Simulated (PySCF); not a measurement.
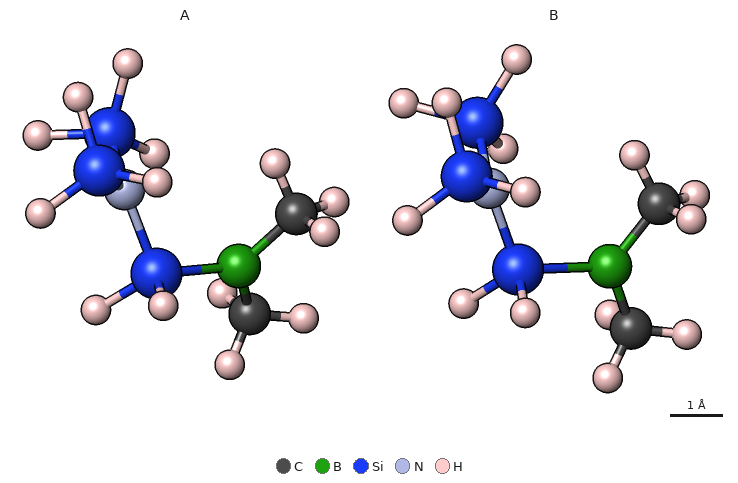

Two geometries of C2H14BNSi3, drawn at one scale. One is the start of a relaxation, the other its converged end. A ball-and-stick model, seen from a free direction.

These are results of PBE0-D3(BJ)/def2-SVP geometry optimisation, gas phase in PySCF, not measurements. 

Question: Which of the two is the end point?

Answer: Structure B is the relaxed one. The start comes from GFN2-xTB. Its atoms were then displaced at random by about 0.01 Å. The energy falls by 33.0 kJ/mol in 14 geometry steps. The atom that moves furthest after the best rigid fit is an H atom (0.75 Å). By element the largest moves are H 0.75 Å, C 0.45 Å, Si 0.25 Å, B 0.09 Å, N 0.09 Å. Among the contacts that change: B–Si 1.929 → 2.031 Å, C–H 1.073 → 1.111 Å, H–Si 1.463 → 1.496 Å, N–Si 1.793 → 1.771 Å. Bond angles that change, for instance: B–Si–H 117.1° → 108.9°, B–C–H 110.6° → 103.7°, B–Si–H 118.9° → 112.1°. Groups turn about B–Si by about 25°.
